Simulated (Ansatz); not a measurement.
**(CaO)2(CdO)1 [001] superlattice, started as rocksalt type: phonons and vibrational spectra**

Wanted: vibrations and spectra of (CaO)2(CdO)1 [001] superlattice, started as rocksalt type; the cell is already relaxed.

Program: Ansatz 0.2.0. Level of theory: DFT PBEsol, scalar-relativistic, plane waves, PAW. Results are calculated unless marked as measured.

The structure was built from a prototype and need not be the compound's stable phase.

## (1) Set-up

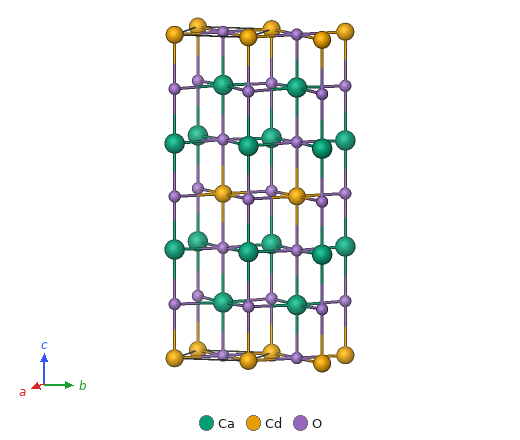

Start, viewed slightly off an axis; calcium teal, cadmium orange, oxygen purple. 1×2×1 cells are drawn. This picture shows the conventional cell, with its axes. Some periodic images of atoms are drawn too.

Structure file:

```cif
data_structure
_symmetry_space_group_name_H-M 'I4/mmm'
_symmetry_Int_Tables_number 139
_cell_length_a 3.3579
_cell_length_b 3.3579
_cell_length_c 14.1403
_cell_angle_alpha 90.000
_cell_angle_beta 90.000
_cell_angle_gamma 90.000
_cell_volume 159.44
loop_
_atom_site_label
_atom_site_type_symbol
_atom_site_symmetry_multiplicity
_atom_site_Wyckoff_symbol
_atom_site_fract_x
_atom_site_fract_y
_atom_site_fract_z
_atom_site_occupancy
Ca1 Ca 4 e 0.50000 0.50000 0.16384 1
Cd1 Cd 2 a 0.00000 0.00000 0.00000 1
O1 O 4 e 0.50000 0.50000 0.66740 1
O2 O 2 b 0.50000 0.50000 0.00000 1
```

## (2) Modes at Γ

The cell comes from relaxations at this level that are not shown. The zone centre is the only wavevector solved here; it holds the modes that light can see, as far as symmetry allows. The response to a homogeneous field gives the Born charges and the dielectric tensor, and its change with displacement the Raman tensors.

input.yaml

```yaml
crystal:
  lattice:
    - [2.3744069779, 2.3744069779, 0.0]
    - [-2.3744069779, 2.3744069779, 0.0]
    - [2.3744069779, 0.0, 7.0701287056]
  atoms:
    - { symbol: Ca, position: [0.0028221207, -0.0028221207, -0.0056442414] }
    - { symbol: Ca, position: [0.3305112126, 0.6694887874, 0.3389775747] }
    - { symbol: Cd, position: [0.6666666667, 0.3333333333, 0.6666666667] }
    - { symbol: O, position: [0.4992665237, 0.5007334763, 0.0014669527] }
    - { symbol: O, position: [0.8340668097, 0.1659331903, 0.3318663807] }
    - { symbol: O, position: [0.1666666667, 0.8333333333, 0.6666666667] }
kpoints:
  mp_grid: { grid: [8, 8, 8] }
hamiltonian:
  xc: pbesol
scf:
  occupations: { method: fixed }
output:
  eigenvalues: true
phonons:
  method: dfpt
  dielectric: true
  rigid_motions: translations
  raman: true
```

Command:

```
$ ansatz run input.yaml --threads 8 --pin off --max-ram 14336MiB --backend cpu --events-out ev --progress --plain --runs-dir out
```

Numbers of over 12 decimals in the logs are rounded to 6 here.

The program printed:

```text
Warning: crystal.symmetry: narrowed to the stabiliser of the run's FFT grids — unitary ops 16 → 4. A phonons.method: dfpt run fills in the rows of the dynamical matrix that it does not solve by its symmetry operations, which is exact only for operations that map its FFT grids onto themselves: filled in by any other, the frequencies could depend on the order in which like atoms are typed, or, by more than the grids' own error, on where the crystal sits among the grids' points. Excluded: 12 operations. The run can therefore solve more perturbations, solve them on more k-points, or both, and cost more. [rest of the remark cut]
Engine: ansatz 0.2.0, x86_64-unknown-linux-gnu
Pseudopotentials: kind: paw
Pseudopotential: Ca, paw, valence charge 10, recommended cutoff 420 eV (normal), Ca.paw.azcp
Pseudopotential: Cd, paw, valence charge 20, recommended cutoff 420 eV (normal), Cd.paw.azcp
Pseudopotential: O, paw, valence charge 6, recommended cutoff 420 eV (normal), O.paw.azcp
Functional definition: PBEsol
  exchange = pbesol_x
  correlation = pbesol_c
Crystal: 6 atoms, lattice volume = 79.720 Å³
Basis set: ecut = 420 eV, 1555 PW (Γ), exchange–correlation on 48×48×108 points (8 copies of the dense FFT grid, shifted against one another)
Bands: 35, of which v1, the nominal top of the filled ones, is band 29 counted from 1 (28 counted from 0)
Symmetry: 16 space group operations
k-points: 260 of 512 (irreducible under 1 space group operation, time reversal used)
Non-local potential: Ca, projectors of the file, l = 0: 3, l = 1: 2, l = 2: 2
Non-local potential: Cd, projectors of the file, l = 0: 3, l = 1: 2, l = 2: 2, l = 3: 1
Non-local potential: O, projectors of the file, l = 0: 2, l = 1: 2, l = 2: 1
PAW form: soft (Blöchl's): semilocal exchange-correlation on the pseudo side does not see the compensation charge
PAW frozen core: Ca, regenerated for the run's functional, and the local potential with it (the file was generated under x = pbe(κ = 0.804, μ = 0.219515), c = pbe(β = 0.066725))
PAW frozen core: Cd, regenerated for the run's functional, and the local potential with it (the file was generated under x = pbe(κ = 0.804, μ = 0.219515), c = pbe(β = 0.066725))
PAW frozen core: O, regenerated for the run's functional, and the local potential with it (the file was generated under x = pbe(κ = 0.804, μ = 0.219515), c = pbe(β = 0.066725))
PAW one-centre angular grid: Ca, 110 points (default); XC on 64 Gauss nodes
PAW one-centre angular grid: Cd, 590 points (default); XC on 64 Gauss nodes
PAW one-centre angular grid: O, 110 points (default); XC on 64 Gauss nodes
Initial density: superposition of atomic densities (neutral atoms: chi_scale 0, normalization atom), corrected by the library's trained network
Initial wavefunctions: pseudopotential atomic-orbital guess
Functional: x = pbesol(κ = 0.804, μ = 0.123457), c = pbesol(β = 0.046)
SCF iter   1: F=—  HF=-13460.836961 eV  |F-HF|=—  |Δ(HF+E_count)|=         —  Δρ=1.50e-2  dr2=1.60e-1  ethr=1.77e-3  ⟨swp⟩=4.6  Hψ=31632  notcnv=0  defer=878
preconditioner: auto → Resta (q_TF=auto, 2.587 Å⁻¹)  ε∞=4.5  [insulator: Δε(μ)=1.451 eV  Ē_g=15.036 eV  n_scr=20 (ndim 8)  ℏωp=28.2 eV  f_vac=0.000  ε∞_Penn≈4.5]
SCF iter   2: F=—  HF=-13460.797401 eV  |F-HF|=—  |Δ(HF+E_count)|=   3.96e-2  Δρ=3.81e-3  dr2=7.59e-3  ethr=2.75e-4  ⟨swp⟩=2.0  Hψ=16044  notcnv=0  defer=1017
SCF iter   3: F=—  HF=-13460.795791 eV  |F-HF|=—  |Δ(HF+E_count)|=   1.61e-3  Δρ=1.37e-3  dr2=1.74e-3  ethr=1.31e-5  ⟨swp⟩=2.1  Hψ=13437  notcnv=0  defer=1039
SCF iter   4: F=—  HF=-13460.795508 eV  |F-HF|=—  |Δ(HF+E_count)|=   2.83e-4  Δρ=5.18e-4  dr2=2.27e-4  ethr=3.01e-6  ⟨swp⟩=3.0  Hψ=15731  notcnv=0  defer=1039
SCF iter   5: F=—  HF=-13460.795486 eV  |F-HF|=—  |Δ(HF+E_count)|=   2.19e-5  Δρ=2.38e-4  dr2=4.80e-5  ethr=3.91e-7  ⟨swp⟩=2.0  Hψ=13171  notcnv=0  defer=745
[...]
Born effective charges Z* (e; rows j = field, columns β = displacement):
    site 0:
         2.34641    0.00000    0.00000
        -0.00000    2.34641    0.00000
        -0.00000   -0.00000    2.50596
    site 1:
         2.34641    0.00000    0.00000
        -0.00000    2.34641    0.00000
[...]
site 2:
[...]
site 3:
[...]
site 4:
[...]
-0.00000   -2.30329    0.00000
         0.00000    0.00000   -2.53167
    site 5:
        -2.54571   -0.00000    0.00000
         0.00000   -2.54571    0.00000
         0.00000    0.00000   -2.18516
  Z* charge neutrality: 7.085e-3 e pre-enforcement
  solved inside a basis spanned on kpoints, on 10×10×8 k-points transformed towards the longest dipole: ε∞ is read to err by 1.4e-2, Z* by 2.3e-2 e (field_mesh: kpoints solves on kpoints); Z* is corrected for what the basis lacks
  Raman tensors (in the event stream and the table raman_tensors.tsv): an entry may err by 5.2e-2 Å², one of the second-order susceptibility by 5.7e-19 pm/V (basis, points and sum rule); their sum over the sites missed zero by 2.220e-16 Å² ahead of its enforcement
  optical modes at Γ without the LO–TO term, one row a degenerate level:
      ω (cm⁻¹)  modes    IR ((D/Å)²/amu)  static Raman (Å⁴/amu)  depolarisation
        113.31      2             0.3379                 0.0000               —
        163.00      2             0.0000                 2.0891           0.750
        183.36      1             3.0322                 0.0000               —
        251.49      2            48.6059                 0.0000               —
        267.65      1             0.0000                11.3010           0.002
        300.24      1            30.1583                 0.0000               —
        309.89      2             0.0000                 3.5289           0.750
        310.00      2            15.5072                 0.0000               —
        434.36      1             0.0000               132.4706           0.036
        439.52      1             0.4363                 0.0000               —
  optical modes at Γ + LO–TO along q̂ = [1.0000, 0.0000, 0.0000]:
      ω (cm⁻¹)  modes    IR ((D/Å)²/amu)  static Raman (Å⁴/amu)  depolarisation
        113.31      1             0.1689                 0.0000               —
        114.30      1             0.0091                 0.0000               —
        163.00      2             0.0000                 2.0891           0.750
        183.36      1             3.0322                 0.0000               —
        251.49      1            24.3030                 0.0000               —
        267.65      1             0.0000                11.3010           0.002
        294.94      1             0.2249                 0.0000               —
        300.24      1            30.1583                 0.0000               —
        309.89      2             0.0000                 3.5289           0.750
        310.00      1             7.7536                 0.0000               —
        434.36      1             0.0000               132.4706           0.036
        439.52      1             0.4363                 0.0000               —
[...]
optical modes at Γ + LO–TO along q̂ = [0.0000, 1.0000, 0.0000]:
      ω (cm⁻¹)  modes    IR ((D/Å)²/amu)  static Raman (Å⁴/amu)  depolarisation
[...]
163.00      2             0.0000                 2.0891           0.750
[...]
267.65      1             0.0000                11.3010           0.002
[...]
309.89      2             0.0000                 3.5289           0.750
[...]
434.36      1             0.0000               132.4706           0.036
[...]
optical modes at Γ + LO–TO along q̂ = [0.0000, 0.0000, 1.0000]:
      ω (cm⁻¹)  modes    IR ((D/Å)²/amu)  static Raman (Å⁴/amu)  depolarisation
[...]
163.00      2             0.0000                 2.0891           0.750
        194.08      1             0.1514                 0.0000               —
        251.49      2            48.6059                 0.0000               —
        267.65      1             0.0000                11.3010           0.002
        309.89      2             0.0000                 3.5289           0.750
        310.00      2            15.5072                 0.0000               —
        434.36      1             0.0000               132.4706           0.036
        436.16      1             0.5563                 0.0000               —
        532.93      1            32.9191                 0.0000               —
[key lines of the parts left out:]
SCF converged after 10 iterations
Free energy (F): -13460.795474 eV
Fermi energy:    9.584337 eV
```

Wall time 7 min (8 threads of Intel Xeon 6975P-C (Granite Rapids), shared host); peak memory 4.2 GiB; 46 min of CPU time.

Reading the cycles: dr2 is the Hartree energy of the density residual (eV), the measure of convergence; HF is the Harris–Foulkes estimate of the energy, which meets the free energy F at convergence.

Numbers from this step:

```
gap on the k-mesh                                       : 1.632 eV
volume per atom                                         : 13.29 Å³
sum-rule residual before enforcement                    : 8.01e-5 eV/Å²
miss of the charge sum rule                             : 0.007085 e
estimated error of the dielectric tensor                : 0.01444
estimated error of the Born charges                     : 0.02263 e
point group                                             : 4/mmm
highest optical mode at the zone centre (no LO-TO term) : 439.5 cm⁻¹
lowest optical zone-centre mode                         : 113.3 cm⁻¹
mean high-frequency dielectric constant                 : 4.663
largest Born charge (third of the trace)                : -2.426 e
mean static dielectric constant                         : 17.00
top of the zone-centre spectrum with the field          : 532.9 cm⁻¹
```

Without the LO-TO term. Patterns of degenerate modes are one choice out of their space. Modes at Γ, with each element's share of the kinetic energy:

```tsv
mode	frequency (cm⁻¹)	symmetry	Ca %	Cd %	O %
1	0.0	acoustic	33	47	20
2	0.0	acoustic	33	47	20
3	0.0	acoustic	33	47	20
4	113.3	Eu	39	49	12
5	113.3	Eu	39	49	12
6	163.0	Eg	82	0	18
7	163.0	Eg	82	0	18
8	183.4	A2u	25	53	22
9	251.5	Eu	11	4	84
10	251.5	Eu	11	4	84
11	267.6	A1g	83	0	17
12	300.2	A2u	41	0	59
13	309.9	Eg	18	0	82
14	309.9	Eg	18	0	82
15	310.0	Eu	16	0	83
16	310.0	Eu	16	0	83
17	434.4	A1g	17	0	83
18	439.5	A2u	0	0	99
```

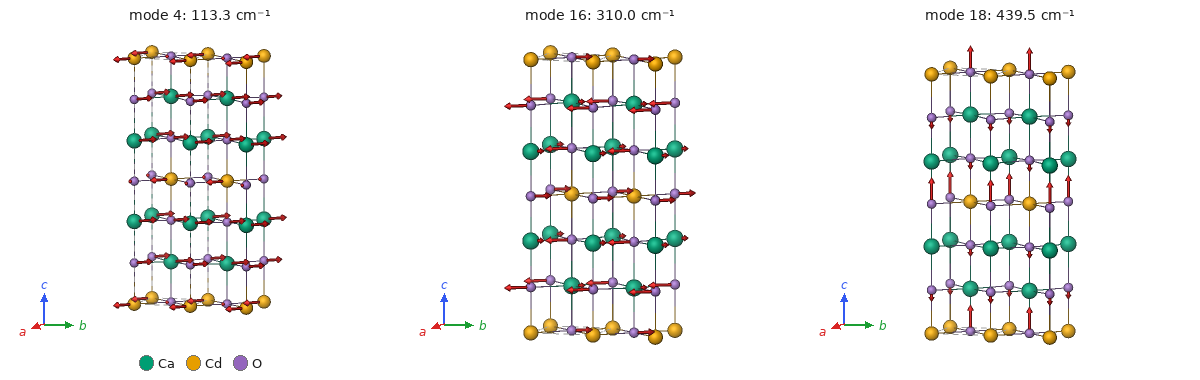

Displacement patterns of modes 4, 16 and 18 at Γ; arrows are exaggerated. 1×2×1 conventional cells are drawn. Some periodic images of atoms are drawn too.

Optical modes at the zone centre, without and with the macroscopic field of the longitudinal modes; each column is sorted by frequency, so a row need not hold one and the same mode. Modes with and without the field, by row:

```tsv
rank among optical modes	no field (cm⁻¹)	q along (1, 0, 0) (cm⁻¹)	q along (0, 0, 1) (cm⁻¹)
1	113.3	113.3	113.3
2	113.3	114.3	113.3
3	163	163	163
4	163	163	163
5	183.4	183.4	194.1
6	251.5	251.5	251.5
7	251.5	267.6	251.5
8	267.6	294.9	267.6
9	300.2	300.2	309.9
10	309.9	309.9	309.9
11	309.9	309.9	310
12	310	310	310
13	310	434.4	434.4
14	434.4	439.5	436.2
15	439.5	506	532.9
```

Born charge (rows field, columns displacement) (e), principal values of the symmetric part by kind of site:

```tsv
atom	atoms with these values	low	middle	high	mean
Ca1	2	2.35	2.35	2.51	2.40
Cd3	1	2.24	2.46	2.46	2.39
O4	2	-2.53	-2.30	-2.30	-2.38
O6	1	-2.55	-2.55	-2.19	-2.43
```

In full for Ca1:

```
2.35 0.00 0.00
0.00 2.35 0.00
0.00 0.00 2.51
```

High-frequency dielectric tensor:

```
4.69 0.00 0.00
0.00 4.69 0.00
0.00 0.00 4.61
```

Static dielectric tensor (ions relaxed, fixed cell):

```
17.48  0.00  0.00
 0.00 17.48  0.00
 0.00  0.00 16.04
```

Transverse modes. Lines of the infrared spectrum (strongest = 100):

```tsv
position (cm⁻¹)	lines merged	relative intensity
113	1	0.7
163	1	0.0
183	1	6.2
252	1	100
268	1	0.0
300	1	62
310	2	32
434	1	0.0
440	1	0.9
```

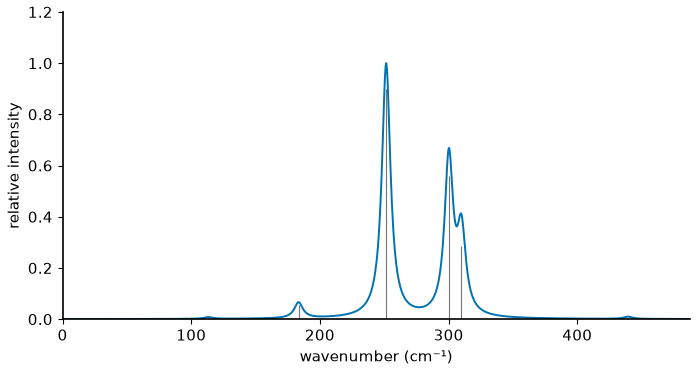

The infrared spectrum, broadened with Lorentzians of width 8 cm⁻¹; bars mark the lines.

Activity x (w_L - w)^4 (n + 1)/w, 532 nm, 300 K; the tensors are static ones, while 532 nm light lies above the computed direct gap, where resonance would change the heights; modes without the macroscopic field alone. Raman lines, with heights relative to the strongest:

```tsv
position (cm⁻¹)	lines merged	relative intensity
113	1	0.0
163	1	7.2
183	1	0.0
252	1	0.0
268	1	17
300	1	0.0
310	2	4.3
434	1	100
440	1	0.0
```

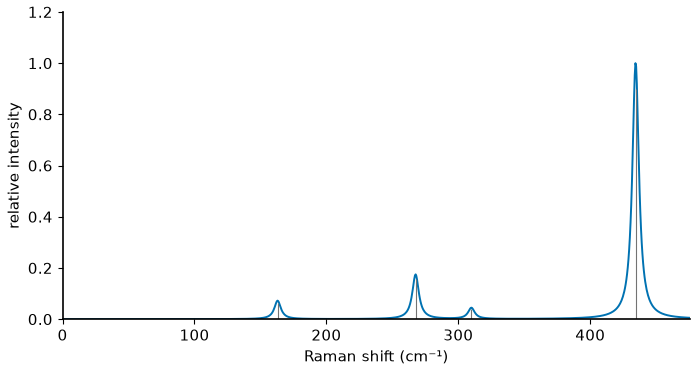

The Raman spectrum, broadened with Lorentzians of width 6 cm⁻¹; bars mark the lines.

Before it was imposed, the acoustic sum rule was missed by 8.0e-5 eV/Å² and the charge sum rule by 0.0071 e. Small misses are needed for a sound result but don't prove that mesh and cutoff are converged. The lowest optical mode is real, 113 cm⁻¹.

## (3) Another isotope, element Ca, natural mass 40.078 amu

An isotope changes the mass and not the force constants, so no new electronic calculation is needed; the shifts show which modes move this element.

The same force constants with the mass of Ca changed from 40.078 to 47.953 u (phonopy, no LO-TO term). Both lists are sorted by frequency; levels can cross, so a row need not hold one and the same mode. Modes under 3 cm⁻¹ are left out. Isotope shifts, by row:

```tsv
q	rank	natural mass (cm⁻¹)	changed mass (cm⁻¹)
0 0 0	4	113.3	109.4
0 0 0	5	113.3	109.4
0 0 0	6	163	151.2
0 0 0	7	163	151.2
0 0 0	8	183.4	179.1
0 0 0	9	251.5	247.8
0 0 0	10	251.5	249
0 0 0	11	267.6	249
0 0 0	12	300.2	290.2
0 0 0	13	309.9	305.5
0 0 0	14	309.9	305.5
0 0 0	15	310	306.1
0 0 0	16	310	306.1
0 0 0	17	434.4	428.9
0 0 0	18	439.5	439.4
```

A mode of this element alone would shift by -8.58 %. The highest zone-centre frequency without the field goes from 439.5 to 439.4 cm⁻¹ (-0.0 %). The product of the frequency ratios over all optical modes at Γ is 0.642; the product rule, (m/m′)^(3k/2) (M′/M)^(3/2) with k = 2 such atoms and M the mass of the cell, gives 0.642.

## (4) Another isotope, element Cd, natural mass 112.414 amu

The same for Cd, from 112.41 to 115.90 u.

The same force constants with the mass of Cd changed from 112.414 to 115.905 u (phonopy, no LO-TO term). Both lists are sorted by frequency; levels can cross, so a row need not hold one and the same mode. Modes under 3 cm⁻¹ are left out. Isotope shifts, by row:

```tsv
q	rank	natural mass (cm⁻¹)	changed mass (cm⁻¹)
0 0 0	4	113.3	112.5
0 0 0	5	113.3	112.5
0 0 0	6	163	163
0 0 0	7	163	163
0 0 0	8	183.4	181.9
0 0 0	9	251.5	251.3
0 0 0	10	251.5	251.3
0 0 0	11	267.6	267.6
0 0 0	12	300.2	300.2
0 0 0	13	309.9	309.9
0 0 0	14	309.9	309.9
0 0 0	15	310	310
0 0 0	16	310	310
0 0 0	17	434.4	434.4
0 0 0	18	439.5	439.5
```

A mode of this element alone would shift by -1.52 %. The highest zone-centre frequency without the field goes from 439.5 to 439.5 cm⁻¹ (-0.0 %). The product of the frequency ratios over all optical modes at Γ is 0.976; the product rule, (m/m′)^(3k/2) (M′/M)^(3/2) with k = 1 such atoms and M the mass of the cell, gives 0.976.

## (5) Isotope substitution, element O, natural mass 15.999 amu

The same for O, from 16.00 to 18.00 u.

The same force constants with the mass of O changed from 15.999 to 17.999 u (phonopy, no LO-TO term). Both lists are sorted by frequency; levels can cross, so a row need not hold one and the same mode. Modes under 3 cm⁻¹ are left out. Isotope shifts, by row:

```tsv
q	rank	natural mass (cm⁻¹)	changed mass (cm⁻¹)
0 0 0	4	113.3	112.5
0 0 0	5	113.3	112.5
0 0 0	6	163	161.1
0 0 0	7	163	161.1
0 0 0	8	183.4	180.8
0 0 0	9	251.5	239.3
0 0 0	10	251.5	239.3
0 0 0	11	267.6	264.7
0 0 0	12	300.2	290.5
0 0 0	13	309.9	295.4
0 0 0	14	309.9	295.4
0 0 0	15	310	295.6
0 0 0	16	310	295.6
0 0 0	17	434.4	414
0 0 0	18	439.5	414.5
```

A mode of this element alone would shift by -5.72 %. The highest zone-centre frequency without the field goes from 439.5 to 414.5 cm⁻¹ (-5.7 %). The product of the frequency ratios over all optical modes at Γ is 0.611; the product rule, (m/m′)^(3k/2) (M′/M)^(3/2) with k = 3 such atoms and M the mass of the cell, gives 0.611.

## (6) Results

| Quantity | Value |
| --- | --- |
| space group (within 0.01 Å) | I4/mmm |
| volume per atom | 13.3 Å³ |
| gap on the k-mesh | 1.63 eV |
| highest optical mode at the zone centre (no LO-TO term) | 440 cm⁻¹ |
| top of the zone-centre spectrum with the field | 533 cm⁻¹ |
| lowest optical zone-centre mode | 113 cm⁻¹ |
| mean high-frequency dielectric constant | 4.66 |
| mean static dielectric constant | 17.0 |
| largest Born charge (third of the trace) | -2.43 e |
| imaginary modes at Γ (the only wavevector solved) | none |

The structure is stable against zone-centre distortions, since no mode there is imaginary; other wavevectors were not solved, so zone-boundary instabilities are untested. Without the field, the optical modes at Γ span 113 to 440 cm⁻¹. No dispersion was computed. The highest mode in this list at Γ, 439.5 cm⁻¹, is mostly motion of O (99 % of the kinetic energy). With the macroscopic field of the longitudinal modes the top of the zone-centre spectrum lies at 533 cm⁻¹, against 440 cm⁻¹ without it. Lattice motion raises the mean dielectric constant from 4.663 to 17.00. The strongest infrared line is at 252 cm⁻¹. Averaged over orientations, the strongest Raman line at 532 nm and 300 K is at 434 cm⁻¹. The tensors are the static, non-resonant ones, while 532 nm light (2.33 eV) lies above the computed gap. The starting cell was built on a prototype and not taken from a measurement, so the phase need not exist. These are harmonic frequencies at zero temperature: anharmonic shifts, linewidths and thermal expansion are left out.

[Logs are printed without paths, hosts, clocks, repeated set-up lines and the standing remarks that a program may print on its own settings, such as how far it seeks lower states.]

[Hosts, paths, dates, database ids (printed as entryN), source tags and the programs' standing remarks are cut or masked in the printed files.]
